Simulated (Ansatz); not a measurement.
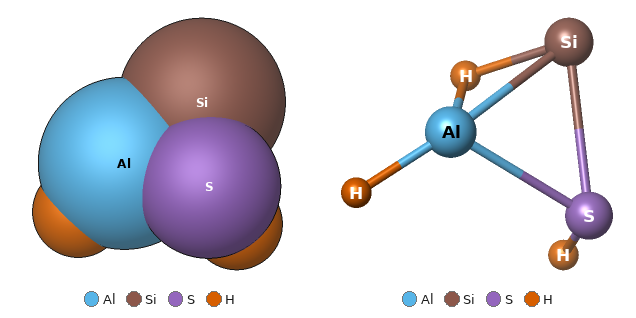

Two views of one molecule.

The computed structure is the end point of a PBE0-D4/def2-TZVP optimisation. No frequency run is at hand to confirm it as a minimum.

Which formula does it have?

AlH₃SSi, 6 atoms: 1 aluminium, 3 hydrogen, 1 sulfur and 1 silicon.

Count the bonded pairs by element.

2 Al–H, 1 Al–Si, 1 S–H, 1 S–Si, 1 Si–H, 1 Al–S. Sticks follow a distance rule.

How many sets of symmetry-equivalent atoms are there?

6: 1 Al, 1 Si, 1 S, 1 H, 1 H, 1 H.

More results for the same structure follow; atom numbers are the same in all pictures, views and colours differ.

### Shape

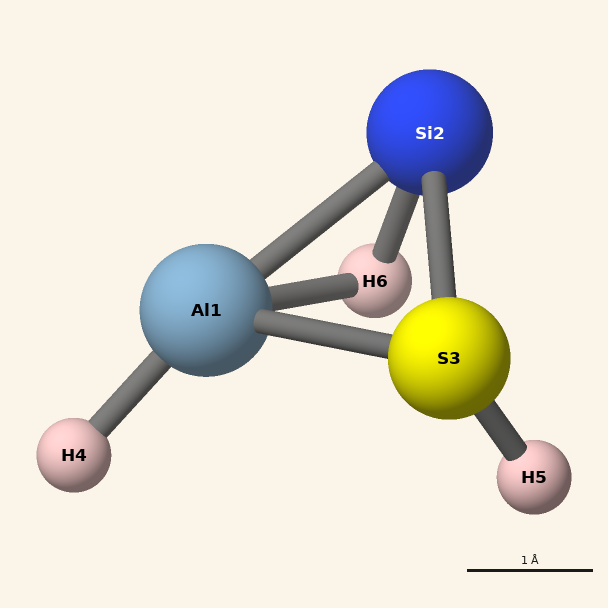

Numbered structure. No frequency run is at hand to confirm it as a minimum.

Which atoms are bonded, and how long are the bonds?

```tsv
bond	length (Å)
Al1–Si2	2.320
Al1–S3	2.350
Al1–H4	1.582
Al1–H6	1.925
Si2–S3	2.417
Si2–H6	1.621
S3–H5	1.346
```

### Charges

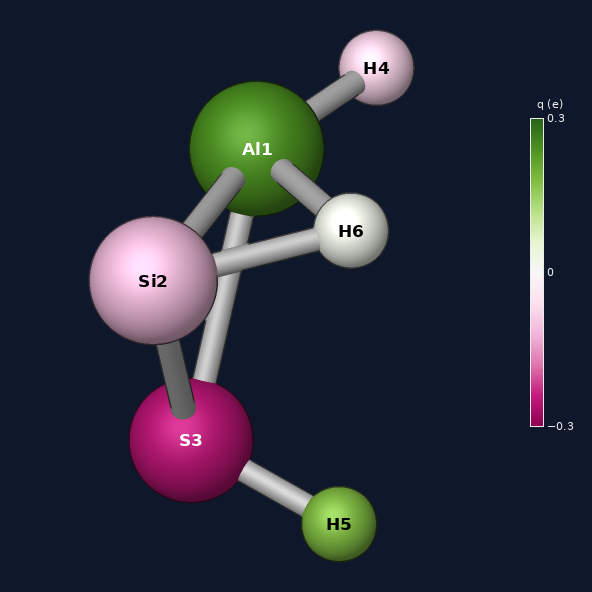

Atoms are coloured by their Mulliken charges. No frequency run is at hand to confirm it as a minimum. Level of theory: RKS PBE0-D4/def2-TZVP (Ansatz 0.2.0).

List the Mulliken charges.

```tsv
atom	value (e)
Al1	0.24
Si2	−0.11
S3	−0.25
H4	−0.07
H5	0.18
H6	0.02
```

### Dipole moment

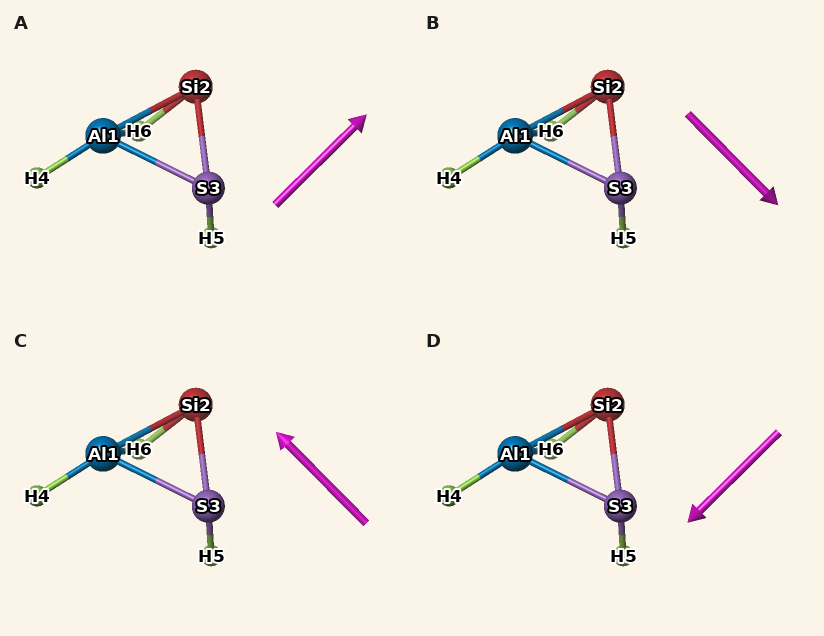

The same molecule four times, each with an arrow. No frequency run is at hand to confirm it as a minimum. Method: RKS PBE0-D4/def2-TZVP (Ansatz 0.2.0).

Which arrow points along the dipole moment, from the negative to the positive end?

D. The dipole moment is 1.38 D; it points from the side of Si2 to the side of H4 (the outermost atoms at the two ends).

### Electronic properties

No frequency run is at hand to confirm it as a minimum. Method: RKS PBE0-D4/def2-TZVPP (Ansatz 0.2.0).

Predict the main results.

- HOMO energy (Kohn–Sham orbital): −6.02 eV
- LUMO energy (Kohn–Sham orbital): −1.49 eV
- HOMO–LUMO gap: 4.53 eV

Mulliken values depend strongly on the basis set and can even reverse the polarity of a bond.
